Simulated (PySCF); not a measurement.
The calculation's input:

```
{"job": {"kind": "nmr", "xc": "PBE0", "basis": "pcSseg-1"}, "charge": 0, "multiplicity": 1}
C     -2.665471     0.604950    -0.812964
O     -1.248510     0.509289    -0.726124
C     -0.772522    -0.176761     0.299509
O     -1.431319    -0.716614     1.149927
C      0.708406    -0.215143     0.295288
C      1.675889    -0.744219     1.059996
C      2.638420    -0.120899     0.071546
F      3.442805     0.846919     0.516918
F      3.394110    -0.942969    -0.659999
O      1.534829     0.387490    -0.656186
H     -3.065942     1.096438     0.075908
H     -2.873791     1.191157    -1.703713
H     -3.106868    -0.390394    -0.893295
H      1.769287    -1.329715     1.946088
```

Command:

```sh
OMP_NUM_THREADS=1 python probes_run.py task.json out
```

Geometry: GFN2-xTB.

All numbers below come from PySCF, PBE0/pcSseg-1, SCF density, gas phase, non-relativistic.

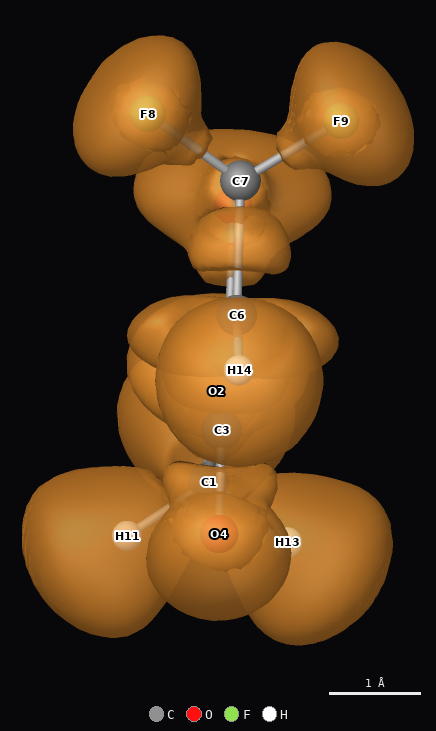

C$_{5}$H$_{4}$F$_{2}$O$_{3}$ (SMILES COC(=O)C1=CC(F)(F)O1). Isosurface of the electron localisation function at 0.75 (orange), seen at an oblique angle. Only the valence region is drawn (cores and ρ < 0.01 e/Å³ removed).

Question: Identify the bonds, lone pairs and shells in this picture.

Answer: At this value the surface marks out three regions between bonded C–C atoms (shared pairs), four regions around hydrogen nuclei, two regions on F in which the atom's valence shell and bonds are merged and three regions on O in which the atom's valence shell and bonds are merged.

Values along the shortest contacts:
C–O (1.20 Å): the ELF peaks at about 0.85 between the atoms; a multiple bond. C–F (1.33 Å): the ELF peaks at about 0.85 between the atoms, as expected for a polar covalent bond.
